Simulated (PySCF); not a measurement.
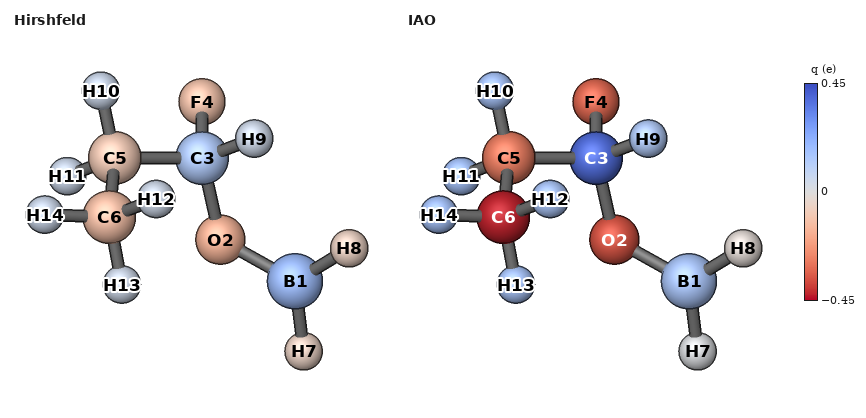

Atomic charges of one calculation by 2 schemes, on one colour scale. The geometry was computed by an optimisation with PBE0-D3(BJ)/def2-SVP. No frequency run is at hand to confirm it as a minimum. Method: PBE0/aug-cc-pVDZ (PySCF 2.14.0).

> Which scheme gives the most polar picture (largest mean size of the charges)?

The IAO charges are the largest in size here.

> On which atom do the schemes disagree most?

On C6 (from −0.43 to −0.12 e).

List the charges (e), one line for each set of equivalent atoms.

| atom | Hirshfeld | IAO |
| --- | --- | --- |
| B1 | 0.17 | 0.14 |
| O2 | −0.15 | −0.35 |
| C3 | 0.13 | 0.38 |
| F4 | −0.11 | −0.32 |
| C5 | −0.09 | −0.28 |
| C6 | −0.12 | −0.43 |
| H7 | −0.05 | 0.01 |
| H8 | −0.06 | −0.02 |
| H9 | 0.04 | 0.12 |
| H10 | 0.05 | 0.15 |
| H11 | 0.05 | 0.15 |
| H12 | 0.04 | 0.14 |
| H13 | 0.04 | 0.15 |
| H14 | 0.05 | 0.15 |
